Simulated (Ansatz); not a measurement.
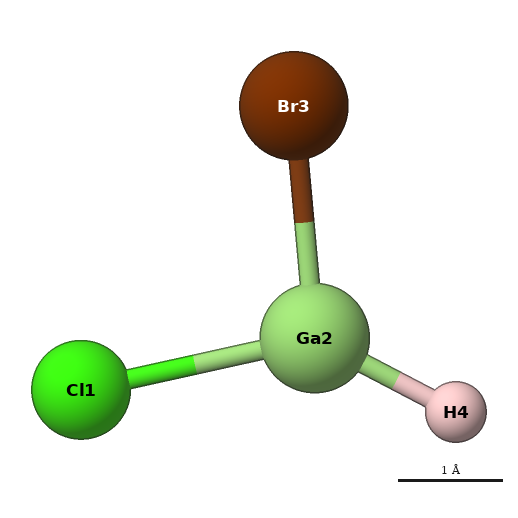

Source: calculation with Ansatz.

The atoms are numbered. Geometry: moved along internal coordinates away from the minimum.

Question: How are the neighbours of atom 2 arranged?

Answer: Ga2 has 3 neighbours (Cl1 at 2.32, Br3 at 2.27, H4 at 1.55 Å); the arrangement is trigonal planar.
